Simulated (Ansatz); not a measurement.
**PF3 (SMILES FP(F)F): revPBE/STO-3G**

What is the vertical electron affinity of PF3 at revPBE/STO-3G? 

The calculation is run with Ansatz 0.2.0.

42 further runs of the same task are left out: 7 that didn't finish, 35 set aside as unsound or not needed.

**1. The structure to begin with**

PF3: 4 atoms, total charge 0, spin state singlet. SMILES: `FP(F)F`. The coordinates come from a GFN2-xTB relaxation.

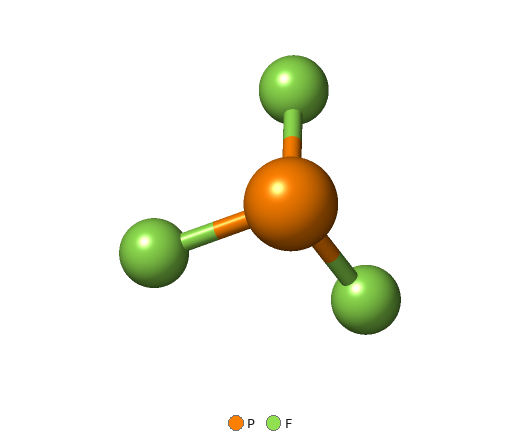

The structure, seen from a chosen angle (phosphorus orange, fluorine green).

**2. A single-point energy at revPBE/STO-3G**

The input, input.yaml:

```yaml
crystal:
  periodic: [false, false, false]
  atoms:
    - {symbol: P, position_ang: [-0.004630, 0.005090, 0.642290]}
    - {symbol: F, position_ang: [1.349610, -0.029560, -0.203150]}
    - {symbol: F, position_ang: [-0.648490, 1.180250, -0.228190]}
    - {symbol: F, position_ang: [-0.696500, -1.155780, -0.210950]}
basis:
  gaussian: {orbitals: STO-3G}
accuracy: high
magnetization: {spin_polarized: false, initial_magnetization: 0}
hamiltonian: {xc: {name: revPBE}}
```

Command:

```sh
$ ansatz run input.yaml --threads 1 --pin off --max-ram 2610MiB --events-out events.jsonl --progress --plain --runs-dir runs
```

Standard output:

```text
Warning: RAYON_NUM_THREADS=1 ignored (pool sized by the plan → 1); use --threads N
Functional definition: revPBE
  name "revPBE"
  parameter kappa = 1.245
  parameter beta = 0.06672455060314922
  exchange = pbe_x(kappa = kappa, mu = beta*pi^2/3)
  correlation = pbe_c(beta = beta)
463 factors; integrals over basis functions are off by at most 4.2e-8 eV
mean field evaluation 1: about -17208.9510 eV, gradient 2.4e1 eV
mean field evaluation 2: about -17206.9469 eV, gradient 3.5e1 eV
mean field evaluation 4: about -17211.2616 eV, gradient 2.1e-1 eV
mean field evaluation 8: about -17211.2433 eV, gradient 2.5e-4 eV
mean field evaluation 16: about -17211.2433 eV, gradient 5.1e-9 eV
mean field -17211.24326991 eV, -632.5015239696 hartree, gradient 1.4e-8 eV, S^2 0.000000; 0 other end points of the search recorded, 0 dependent functions left out
reference -17211.24327112 eV, -632.5015240141 hartree; 21, 21 occupied and 3, 3 virtual orbitals, 463 factors
Total energy: -17211.24327112 eV, -632.5015240141 hartree
```

Wall time 0.48 s (1 thread of AMD EPYC 9R45 (Zen 5), shared host).

**3. The doublet anion**

The input, molecule.yaml:

```yaml
basis:
  gaussian: {orbitals: STO-3G}
crystal:
  periodic: [false, false, false]
  atoms:
    - symbol: P
      position_ang: [-0.004630, 0.005090, 0.642290]
    - symbol: F
      position_ang: [1.349610, -0.029560, -0.203150]
    - symbol: F
      position_ang: [-0.648490, 1.180250, -0.228190]
    - symbol: F
      position_ang: [-0.696500, -1.155780, -0.210950]
total_charge: -1
magnetization: {spin_polarized: true, initial_magnetization: 1}
hamiltonian: {xc: {name: revPBE}}
accuracy: high
```

Command:

```sh
$ ansatz run molecule.yaml --threads 1 --pin off --max-ram 2610MiB --events-out events.jsonl --progress --plain --runs-dir runs
```

Standard output:

```text
Warning: RAYON_NUM_THREADS=1 ignored (pool sized by the plan → 1); use --threads N
Functional definition: revPBE
  name "revPBE"
  parameter kappa = 1.245
  parameter beta = 0.06672455060314922
  exchange = pbe_x(kappa = kappa, mu = beta*pi^2/3)
  correlation = pbe_c(beta = beta)
463 factors; integrals over basis functions are off by at most 4.2e-8 eV
mean field evaluation 1: about -17200.3067 eV, gradient 6.6e0 eV
mean field evaluation 2: about -17199.6953 eV, gradient 1.2e1 eV
mean field evaluation 4: about -17200.4991 eV, gradient 4.9e0 eV
mean field evaluation 8: about -17200.6443 eV, gradient 2.7e0 eV
mean field evaluation 16: about -17200.6946 eV, gradient 7.5e-2 eV
mean field evaluation 32: about -17200.7022 eV, gradient 1.3e-1 eV
mean field -17200.69472379 eV, -632.1138720496 hartree, gradient 1.7e-8 eV, S^2 0.750614; 3 other end points of the search recorded, 0 dependent functions left out
reference -17200.69472503 eV, -632.1138720951 hartree; 22, 21 occupied and 2, 3 virtual orbitals, 463 factors
Total energy: -17200.69472503 eV, -632.1138720951 hartree
```

It took 6.9 s on 1 thread of AMD EPYC 9R45 (Zen 5), shared host; peak memory 0.16 GiB.

**4. Outcome**

At revPBE/STO-3G:

| quantity | value |
| --- | --- |
| singlet PF3: total energy | -632.50152 Eh |
| doublet anion: total energy | -632.11387 Eh |
| doublet anion: ⟨S²⟩ | 0.751 |
| vertical electron affinity (to the doublet anion) | -10.549 eV |

In words: The anion lies 10.55 eV (243 kcal/mol) above the neutral: the electron isn't bound at this level, and such a value depends on the basis. Without diffuse functions anions come out too high. In a minimal basis such a difference can be off by several eV, whatever the method.
